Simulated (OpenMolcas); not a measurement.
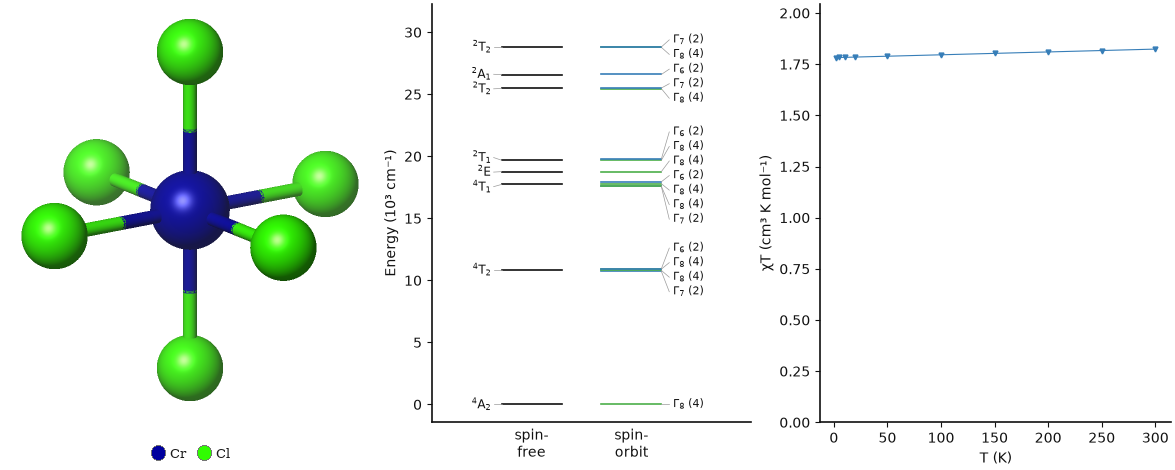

Cr³⁺ (3d³) as a dopant in Cs₂NaYCl₆, a cluster with its 6 nearest Cl⁻ at 2.406 Å (octahedron) embedded in model potentials and point charges; the geometry was set, not optimised, and its levels and susceptibility. Labels give the representation in O, Td, D4 or D3 as the site allows (double group for half-integer spin) where it could be assigned and, in brackets, the degeneracy; spin-free states, where drawn, share the zero of the spin-orbit levels. Level of the calculation: state-averaged CASSCF, active space 3 electrons in the shell 3d, basis ANO-RCC-VDZP on all atoms, DKH2 scalar Hamiltonian, spin-orbit coupling by RASSI with atomic mean-field integrals (OpenMolcas). Powder susceptibility by Van Vleck's formula.

### Give the ground level, the first gap and the ligand-field bands.

The ground level is Γ₈, 4-fold degenerate, 100 % from states of spin multiplicity 4. The next level lies at 10,700 cm⁻¹ (Γ₇). The lowest spin-free state is ⁴A₂; of the same spin there follow at 10,800 cm⁻¹ (⁴T₂) and 17,700 cm⁻¹ (⁴T₁) above it. A ligand-field fit to the spin-free states gives |10Dq| = 10,200 cm⁻¹, B = 1,030 and C = 3,690 cm⁻¹ (rms misfit 300 cm⁻¹). χT is 1.78 cm³ K mol⁻¹ at 2 K and 1.82 at 300 K, an effective moment of 3.82 μB. The active orbitals hold 86 to 96 % metal character (Löwdin), and the Mulliken charge of the metal is +1.14.

Known limits: the geometry is set by hand, with no relaxation and no charge compensation.
